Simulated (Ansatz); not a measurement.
# doublet CH5BClNO+ at 6 levels

We compute a comparison of 6 runs (UHF/6-31G*, UCAM-B3LYP/6-31G*, UPBE0/6-31G*, UMP2/6-31G*, UCCSD/6-31G*, UCCSD(T)/6-31G*) of doublet CH5BClNO+. 

The results are computed with Ansatz 0.2.0.

141 further runs of the same task are left out: 141 set aside as unsound or not needed.

### Step 1. The system as given

CH5BClNO+ has 10 atoms, charge +1, and is taken as a doublet. SMILES of the parent species: `NB(Cl)CO`. The shape is that of a PBE0-D4/def2-TZVP optimisation. This is one conformer, not always the lowest. That shape belongs to the parent species and isn't relaxed for this state.

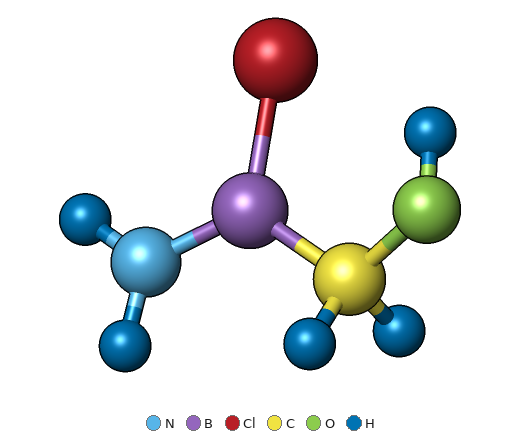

The structure, seen from a chosen angle (nitrogen blue, boron purple, chlorine red, carbon yellow, oxygen green, hydrogen blue).

### Step 2. The energy at UHF/6-31G(d) (spherical functions) (run 1)

job.yaml

```yaml
crystal:
  periodic: [false, false, false]
  atoms:
    - symbol: "N"
      position_ang: [-1.481300, 0.770100, 0.263800]
    - symbol: B
      position_ang: [-0.131200, 0.458300, 0.272600]
    - symbol: Cl
      position_ang: [0.978400, 1.531400, 1.166200]
    - symbol: C
      position_ang: [0.484800, -0.764800, -0.509200]
    - symbol: O
      position_ang: [1.724500, -1.243900, -0.030200]
    - symbol: H
      position_ang: [-1.860400, 1.585400, 0.713900]
    - symbol: H
      position_ang: [-2.164100, 0.196600, -0.201200]
    - symbol: H
      position_ang: [-0.217400, -1.606600, -0.495200]
    - symbol: H
      position_ang: [0.570000, -0.469000, -1.570200]
    - symbol: H
      position_ang: [2.179800, -0.508700, 0.392200]
basis:
  gaussian:
    orbitals: 6-31G_st_-spherical.json
total_charge: 1
magnetization:
  spin_polarized: true
  initial_magnetization: 1
hamiltonian:
  xc: hf
accuracy: high
output:
  orbitals: {seedname: orbitals}
```

The basis set 6-31G* is read from a file made from the Basis Set Exchange's data (not shown).

Run with:

```
$ ansatz run job.yaml --threads 1 --pin off --max-ram 3480MiB --events-out events.jsonl --progress --plain --runs-dir runs
```

The log of the run:

```text
Warning: RAYON_NUM_THREADS=1 ignored (pool sized by the plan → 1); use --threads N
Functional definition: HF
  name "HF"
  exchange = exact_x
  correlation = 0
1983 factors; integrals over basis functions are off by at most 4.5e-9 eV
mean field evaluation 1: about -17790.1543 eV, gradient 3.1e1 eV
mean field evaluation 2: about -17790.2474 eV, gradient 3.1e1 eV
mean field evaluation 4: about -17794.8069 eV, gradient 3.5e0 eV
mean field evaluation 8: about -17795.5573 eV, gradient 2.9e0 eV
mean field evaluation 16: about -17796.0888 eV, gradient 5.4e-1 eV
mean field evaluation 32: about -17795.2900 eV, gradient 1.4e0 eV
mean field evaluation 64: about -17788.2311 eV, gradient 3.5e1 eV
mean field evaluation 96: about -17795.3187 eV, gradient 3.0e0 eV
mean field -17796.09215712 eV, -653.9943241498 hartree, gradient 2.4e-8 eV, S^2 0.761393; 1 other end points of the search recorded, 0 dependent functions left out
reference -17796.09215712 eV, -653.9943241498 hartree; 24, 23 occupied and 60, 61 virtual orbitals, 1983 factors
Total energy: -17796.09215712 eV, -653.9943241498 hartree
```

It took 5.7 s on 1 thread of Arm Neoverse V2, shared host; peak memory 0.43 GiB.

### Step 3. A single-point energy at UCAM-B3LYP/6-31G(d) (spherical functions) (run 2)

job.yaml

```yaml
basis:
  gaussian:
    orbitals: 6-31G_st_-spherical.json
crystal:
  periodic: [false, false, false]
  atoms:
    - {symbol: N, position_ang: [-1.481300, 0.770100, 0.263800]}
    - {symbol: B, position_ang: [-0.131200, 0.458300, 0.272600]}
    - {symbol: Cl, position_ang: [0.978400, 1.531400, 1.166200]}
    - {symbol: C, position_ang: [0.484800, -0.764800, -0.509200]}
    - {symbol: O, position_ang: [1.724500, -1.243900, -0.030200]}
    - {symbol: H, position_ang: [-1.860400, 1.585400, 0.713900]}
    - {symbol: H, position_ang: [-2.164100, 0.196600, -0.201200]}
    - {symbol: H, position_ang: [-0.217400, -1.606600, -0.495200]}
    - {symbol: H, position_ang: [0.570000, -0.469000, -1.570200]}
    - {symbol: H, position_ang: [2.179800, -0.508700, 0.392200]}
total_charge: 1
magnetization:
  spin_polarized: true
  initial_magnetization: 1
hamiltonian:
  xc: {name: CAM-B3LYP}
accuracy: high
output: {orbitals: {seedname: orbitals}}
```

The basis set 6-31G* is read from a file made from the Basis Set Exchange's data (not shown).

Run with:

```
$ ansatz run job.yaml --threads 1 --pin off --max-ram 3480MiB --events-out events.jsonl --progress --plain --runs-dir runs
```

The log of the run (excerpt; [...] marks lines left out):

```text
Warning: RAYON_NUM_THREADS=1 ignored (pool sized by the plan → 1); use --threads N
Functional definition: CAM-B3LYP
  name "CAM-B3LYP"
[...]
1983 factors; integrals over basis functions are off by at most 4.5e-9 eV
408 factors; integrals over basis functions are off by at most 2.7e-9 eV
[...]
mean field -17843.78397147 eV, -655.7469660002 hartree, gradient 7.2e-8 eV, S^2 0.756388; 6 other end points of the search recorded, 0 dependent functions left out
reference -17843.78398827 eV, -655.7469666179 hartree; 24, 23 occupied and 60, 61 virtual orbitals, 1983 factors
Total energy: -17843.78398827 eV, -655.7469666179 hartree
```

Wall time 28 s (1 thread of Arm Neoverse V2, shared host); peak memory 0.48 GiB.

Runs 3 to 5 aren't shown in full; the table further down has their settings and results.

### Step 4. The energy at UCCSD(T)/6-31G(d) (spherical functions) (run 6)

run.yaml

```yaml
basis:
  gaussian:
    orbitals: 6-31G_st_-spherical.json
crystal:
  periodic: [false, false, false]
  atoms:
    - {symbol: "N", position_ang: [-1.481300, 0.770100, 0.263800]}
    - {symbol: B, position_ang: [-0.131200, 0.458300, 0.272600]}
    - {symbol: Cl, position_ang: [0.978400, 1.531400, 1.166200]}
    - {symbol: C, position_ang: [0.484800, -0.764800, -0.509200]}
    - {symbol: O, position_ang: [1.724500, -1.243900, -0.030200]}
    - {symbol: H, position_ang: [-1.860400, 1.585400, 0.713900]}
    - {symbol: H, position_ang: [-2.164100, 0.196600, -0.201200]}
    - {symbol: H, position_ang: [-0.217400, -1.606600, -0.495200]}
    - {symbol: H, position_ang: [0.570000, -0.469000, -1.570200]}
    - {symbol: H, position_ang: [2.179800, -0.508700, 0.392200]}
magnetization:
  spin_polarized: true
  initial_magnetization: 1
accuracy: high
total_charge: 1
scf:
  omitted_lower_state_checks: [cluster_reference, increment]
correlation:
  method: ccsd_t
  frozen_orbitals: {B: 1, C: 1, Cl: 5, H: 0, "N": 1, O: 1}
```

The basis set 6-31G* is read from a file made from the Basis Set Exchange's data (not shown).

Run with:

```
$ ansatz run run.yaml --threads 1 --pin off --max-ram 3480MiB --events-out events.jsonl --progress --plain --runs-dir runs
```

The log of the run:

```text
Warning: RAYON_NUM_THREADS=1 ignored (pool sized by the plan → 1); use --threads N
[... 14 lines left out ...]
9 core orbitals not correlated: weight in the atoms' cores, before any rotation towards them, 1.000 or more for the frozen orbitals, at most 0.000 for the correlated occupied ones
[... 44 lines left out ...]
Total energy: -17815.38774082 eV, -654.7034237718 hartree
Checks for a lower state left out: cluster_reference, increment
```

Run time: 92 s. Hardware: 1 thread of Arm Neoverse V2, shared host; peak memory 0.91 GiB.

### Step 5. All runs side by side

```
run                                    level  frozen core orbitals  energy (Eh)   ⟨S²⟩  wall time
  1         UHF/6-31G* (spherical functions)                     –  -653.994324  0.761      5.7 s
  2  UCAM-B3LYP/6-31G* (spherical functions)                     –  -655.746967  0.756       28 s
  3       UPBE0/6-31G* (spherical functions)                     –  -655.458460  0.758       15 s
  4        UMP2/6-31G* (spherical functions)                     9  -654.625104  0.761      7.8 s
  5       UCCSD/6-31G* (spherical functions)                     9  -654.683933  0.761       74 s
  6    UCCSD(T)/6-31G* (spherical functions)                     9  -654.703424  0.761       92 s
```

### Step 6. Results

| quantity | value |
| --- | --- |
| run 6: total energy | -654.70342 Eh |
| run 6: correlation energy (9 core orbitals frozen) | -709.1 mEh |
| run 6: (T) correction | -19.49 mEh |
| run 6: ⟨S²⟩ of the reference determinant | 0.761 |
| run 6: T1 diagnostic | 0.036 |

Below the UHF energy at the same shape and in the same basis (6-31G*): UMP2 -630.8 mEh; UCCSD -689.6 mEh; UCCSD(T) -709.1 mEh. Totals of different functionals can't be ranked against each other. All runs together took 3.7 min, the longest 92 s.
